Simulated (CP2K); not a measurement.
Acetylacetonitrile has these distinct C atoms: C1 (bonded to C and 3 H), C2 (bonded to 2 C and O), C4 (bonded to 2 C and 2 H) and C5 (bonded to C and N).

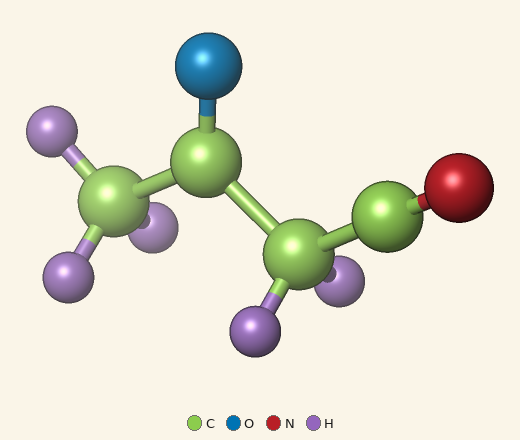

The molecule (carbon green, oxygen blue, nitrogen red, hydrogen purple).

```xyz
11

C    -1.6420   -0.1140    0.0826
C    -0.3105    0.4974   -0.2883
O    -0.1998    1.5427   -0.9033
C     0.9194   -0.3173    0.1761
C     2.2012    0.2726   -0.1770
N     3.2338    0.7313   -0.4523
H    -1.7207   -0.2290    1.1742
H    -2.4573    0.5175   -0.2818
H    -1.7334   -1.1226   -0.3483
H     0.8607   -0.4476    1.2688
H     0.8487   -1.3310   -0.2507
```

Their partial C K spectra (CP2K XAS_TDP, all-electron GAPW, PBEh(45%), aug-cc-pVDZ, TDA, GW2X-corrected core level, no relativity) are given in random order, each times the number of alike atoms.

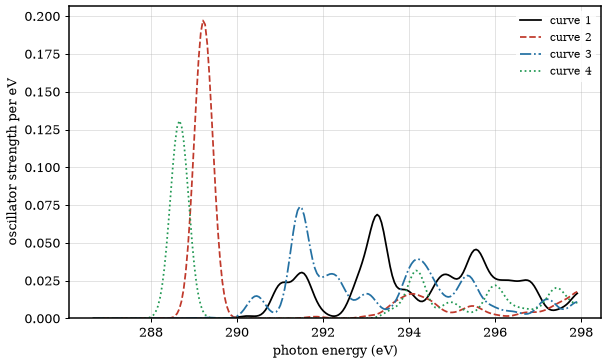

Gaussian full width 0.5 eV, oscillator strength per eV, alike atoms added, rows of zeros left out.

Q: Which curve belongs to which atom?

Curve 1: C4 (bonded to 2 C and 2 H), leading line at 291.02 eV (f = 0.012 an atom), ionisation energy 294.10 eV, term value 3.08 eV. Curve 2: C5 (bonded to C and N), leading line at 289.19 eV (f = 0.052 an atom), ionisation energy 294.03 eV, term value 4.84 eV. Curve 3: C1 (bonded to C and 3 H), leading line at 291.43 eV (f = 0.024 an atom), ionisation energy 293.24 eV, term value 1.81 eV. Curve 4: C2 (bonded to 2 C and O), leading line at 288.66 eV (f = 0.070 an atom), ionisation energy 296.06 eV, term value 7.40 eV. The leading line of an atom is its first one with 35 % of the strongest within 2.5 eV of its lowest line over the strength cut. A line lies at the core ionisation energy, which rises as an atom loses charge to its neighbours or to a π system, less the term value, which is large for a low π* or σ* orbital with weight on that atom.

[Banner, clock and machine lines of the logs are left out without a mark of their own.]

[Logs are printed without paths, hosts, clocks, repeated set-up lines and the standing remarks that a program may print on its own settings, such as how far it seeks lower states.]

[Hosts, paths, dates, database ids (printed as entryN), source tags and the programs' standing remarks are cut or masked in the printed files.]
